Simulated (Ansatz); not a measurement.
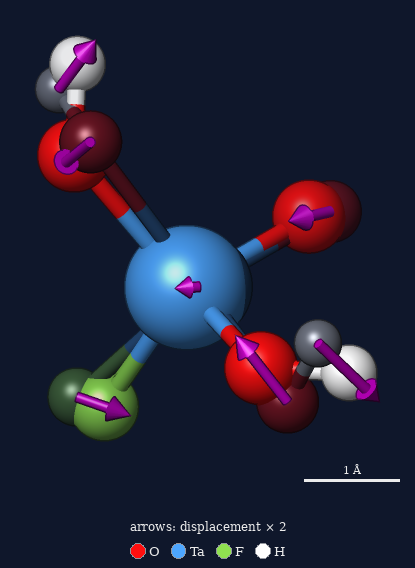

This is a relaxation of TaH₂O₃F (coarse preliminary run). The starting structure is drawn faded, the final one solid; purple arrows show the displacements, 2 times their true length. The two geometries are superimposed by the best rigid fit.

A ball-and-stick model, seen from a free direction.

The start comes from a force field.

The calculation used Ansatz 0.2.0, RKS PBE-D4/def2-SVP. (force threshold 0.03 eV/Å; at most 200 steps)

What did the optimiser do to the structure, and how much energy did it gain?

Answer. The energy falls by 57.4 kcal/mol in 7 accepted moves (8 points after the start). The largest force component goes from 4.6 to 0.011 eV/Å. The line search rejected the trial step at point 5 of the run. An H atom moves most after the best rigid fit: 0.54 Å. By element the largest moves are H 0.54 Å, O 0.47 Å, F 0.32 Å, Ta 0.14 Å. Near-neighbour distances that change, for instance: O–Ta 2.171 → 1.915 Å, F–Ta 2.095 → 1.904 Å, O–Ta 2.103 → 1.915 Å, O–Ta 1.906 → 1.739 Å. Bond angles that change, for instance: Ta–O–H 100.7° → 130.6°, Ta–O–H 105.9° → 130.6°, O–Ta–F 111.4° → 108.1°. Groups turn about O–Ta by about 80°, O–Ta by about 55°. The run took 11 s on 4 threads of Arm Neoverse V1, on a shared host.
